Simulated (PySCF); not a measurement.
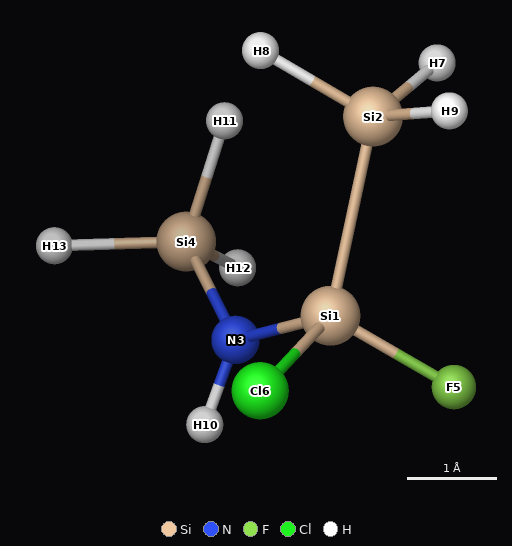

*The structure (ball-and-stick view, seen at a tilt; atoms are numbered from 1 in the order of the input).*

Bond lengths as drawn: Cl–Si 2.07 Å, F–Si 1.63 Å, H–N 1.02 Å, H–Si 1.49 Å, N–Si 1.71 to 1.75 Å and Si–Si 2.33 Å.

**NMR shielding calculation, with input and output: Si₃NH₇ClF**

The run: NMR shielding calculation of Si₃NH₇ClF, SMILES F[Si]([SiH3])(Cl)N[SiH3]. Method and program: GIAO PBE0/pcSseg-1 NMR shielding, non-relativistic, gas phase (PySCF 2.14.0).

The geometry comes from this level: PBE0-D3(BJ)/def2-SVP. Figures and captions count atoms from 1; the log counts them from 0 in places.

Input file
```
{"job": {"kind": "nmr", "xc": "PBE0", "basis": "pcSseg-1"}, "charge": 0, "multiplicity": 1}
Si    -0.653053    -1.389045    -0.518087
Si    -1.859905     0.605424    -0.603264
N      1.020879    -1.190061    -0.206934
Si     1.890746     0.232016     0.320450
F     -1.322835    -2.365489     0.596778
Cl    -0.892958    -2.415535    -2.298677
H     -1.845747     1.297713     0.719903
H     -1.274113     1.498273    -1.646639
H     -3.265034     0.261921    -0.972120
H      1.582128    -2.031586    -0.333718
H      0.940072     1.377870     0.219492
H      2.369731     0.120575     1.731340
H      3.074322     0.476509    -0.556229
```

The first line tells a small driver script what to run in PySCF; the rest is the geometry in Å.

Run on 1 CPU thread, shared host.

Launch command:
```bash
OMP_NUM_THREADS=1 python <driver script> task.json out
```

What the program printed
```
coarse grid: 12984 points
cycle   1  E = -1486.7799093033  dE =  2.362e-01  |g| = 6.661e-01  |ddm| = 3.279e+00
cycle   2  E = -1486.6972434273  dE =  8.267e-02  |g| = 9.871e-01  |ddm| = 1.257e+00
cycle   3  E = -1486.8616421416  dE = -1.644e-01  |g| = 7.238e-02  |ddm| = 7.682e-01
cycle   4  E = -1486.8625507033  dE = -9.086e-04  |g| = 3.001e-02  |ddm| = 1.004e-01
cycle   5  E = -1486.8627141503  dE = -1.634e-04  |g| = 7.260e-03  |ddm| = 3.098e-02
cycle   6  E = -1486.8627242160  dE = -1.007e-05  |g| = 3.356e-03  |ddm| = 8.668e-03
cycle   7  E = -1486.8627263275  dE = -2.112e-06  |g| = 5.974e-04  |ddm| = 3.050e-03
final grid: 107728 points
cycle   8  E = -1486.8970359433  dE = -1.987e-05  |g| = 4.891e-03  |ddm| = 1.359e-02
cycle   9  E = -1486.8970317279  dE =  4.215e-06  |g| = 6.313e-03  |ddm| = 7.605e-03
cycle  10  E = -1486.8970397452  dE = -8.017e-06  |g| = 8.607e-04  |ddm| = 4.859e-03
cycle  11  E = -1486.8970398729  dE = -1.277e-07  |g| = 1.942e-04  |ddm| = 8.115e-04
cycle  12  E = -1486.8970398801  dE = -7.179e-09  |g| = 4.622e-05  |ddm| = 2.001e-04
cycle  13  E = -1486.8970398804  dE = -2.951e-10  |g| = 1.799e-05  |ddm| = 4.600e-05
```

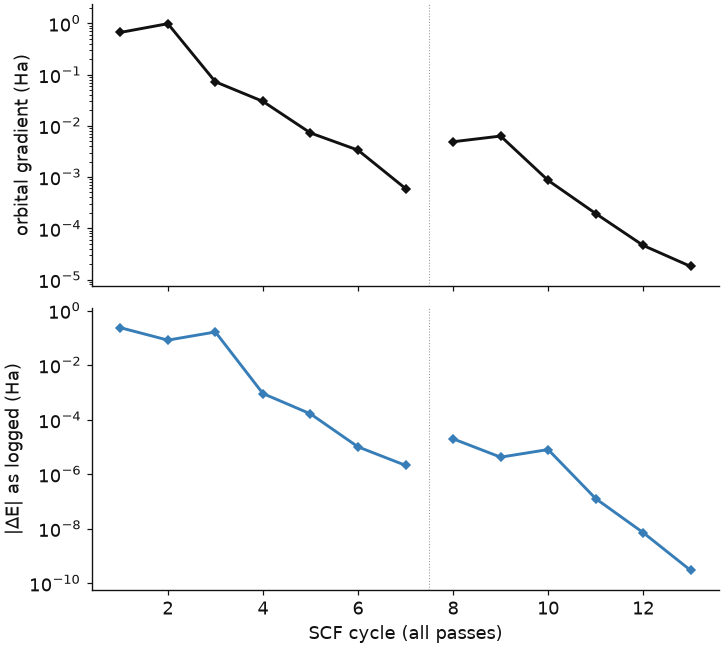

*Convergence of the self-consistent field: orbital gradient and size of the energy change against the SCF cycle. The dotted line marks the change from a coarse to the final integration grid.*

The first 7 cycles use a coarse grid, the final grid takes over at cycle 8, and the field converges after 13 cycles in all.

```
converged SCF energy = -1486.8970398804

GIAO shielding tensors (ppm)
atom      isotropic    diamagn.    paramagn.     s11        s22        s33       span
  0 Si     344.516     876.934    -532.418    324.697    335.810    373.041     48.343
  1 Si     459.436     880.802    -421.365    455.685    460.988    461.636      5.951
  2 N      218.302     326.423    -108.122    169.428    220.868    264.609     95.181
  3 Si     405.492     879.502    -474.011    360.654    393.806    462.015    101.360
  4 F      280.612     469.205    -188.593    224.150    288.657    329.029    104.879
  5 Cl     834.787    1147.853    -313.066    698.201    800.385   1005.776    307.575
  6 H       27.627      29.955      -2.328     24.246     25.723     32.911      8.665
  7 H       27.730      29.685      -1.956     24.832     25.916     32.441      7.609
  8 H       27.738      28.290      -0.552     24.234     25.819     33.161      8.927
  9 H       30.233      29.584       0.649     21.908     28.338     40.453     18.544
 10 H       26.746      31.052      -4.306     22.567     28.048     29.624      7.057
 11 H       26.550      28.624      -2.075     22.765     24.436     32.448      9.682
 12 H       26.573      28.399      -1.827     22.823     24.701     32.194      9.371
```

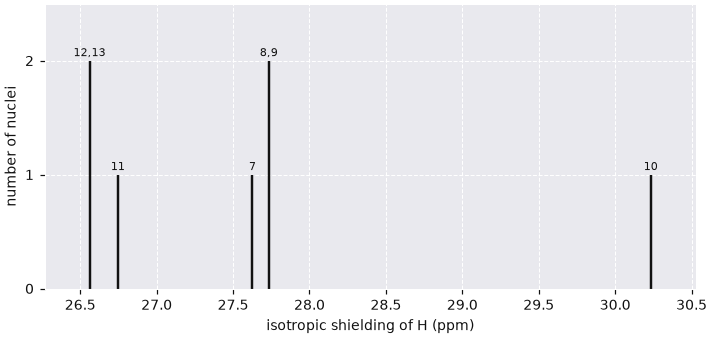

*Isotropic shieldings of the hydrogen nuclei in this fixed geometry, labelled by atom number; shielding grows to the right, so chemical shift grows to the left.*

The least shielded is H12 (26.5 ppm), the most shielded H10 (30.2 ppm).

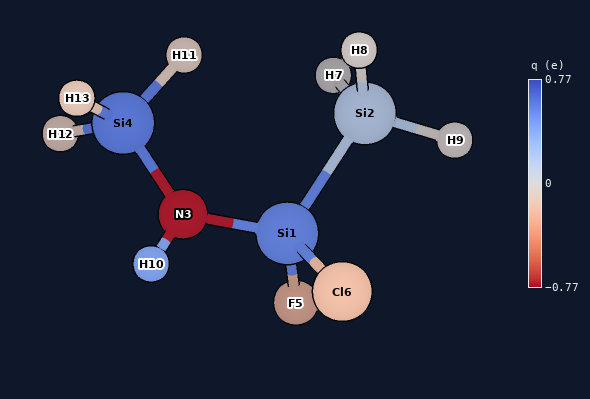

*ESP-fitted charges, as the colour of each atom (ball-and-stick view, seen at a tilt; atoms are numbered from 1 in the order of the input).*

By element: Si +0.14 to +0.57, N −0.74, F −0.25, Cl −0.20 and H −0.12 to +0.39 e.

Key numbers

```json
{"quantity": "outcome", "value": "converged"}
{"quantity": "total energy", "value": "−1486.897040 hartree"}
{"quantity": "HOMO", "value": "−8.26 eV"}
{"quantity": "LUMO", "value": "−0.32 eV"}
{"quantity": "dipole moment", "value": "2.28 D"}
{"quantity": "isotropic shielding, Si", "value": "344.5 to 459.4 ppm"}
{"quantity": "isotropic shielding, N", "value": "218.3 ppm"}
{"quantity": "isotropic shielding, F", "value": "280.6 ppm"}
{"quantity": "isotropic shielding, Cl", "value": "834.8 ppm"}
{"quantity": "isotropic shielding, H", "value": "26.5 to 30.2 ppm"}
{"quantity": "wall time", "value": "23 s"}
{"quantity": "peak memory", "value": "0.95 GiB"}
```
